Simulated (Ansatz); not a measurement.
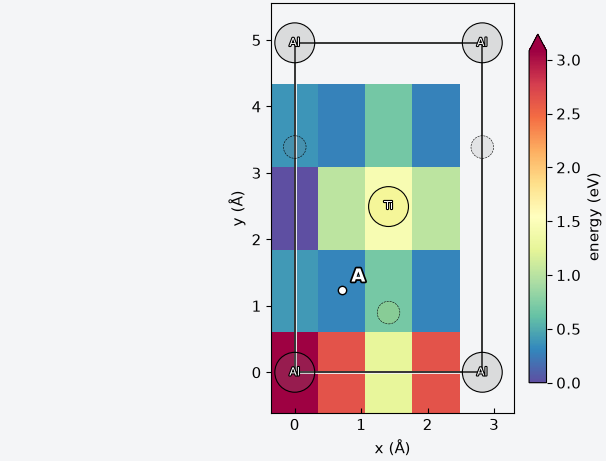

O on a TiAl(101) slab cut from the P4/mmm phase, its upper half relaxed before the scan (12 atoms of substrate and one adsorbate in a 2 × 1 cell). O is moved over the surface cell; relaxed at each place: the height of the adsorbate's atoms; substrate rigid; the origin of the map has the adsorbate above Al11. Places are given modulo a cell vector. The map is drawn in real space over the plane of the surface. The grid has 4 × 4 points; 12 points were computed and 4 follow by symmetry. Places are given in fractions of the 1 × 1 surface cell. Energies: eV, counted from the lowest grid point. The runs have no spin polarisation; a magnetic state may lie lower. Level of theory: Ansatz, DFT PBE, scalar-relativistic, plane waves, PAW. Settings: cutoff 420 eV, k-mesh 5×6×1, gaussian smearing 0.1 eV, no spin polarisation.

In the figure: one coloured cell a grid point, labelled circles for the atoms of the top layer and small ones for the second layer, the outline of one cell of the plane, one colour for all values above the top of the scale, the point A.

Is A at rest? If not, where is it pushed?

A, at (1/4, 1/4) of the cell vectors, is not a stationary point. The computed force is 1.4 eV/Å in the plane, pointing up in the picture (components −0.3 and 1.3 eV/Å).

PAW datasets: the set soft_1.
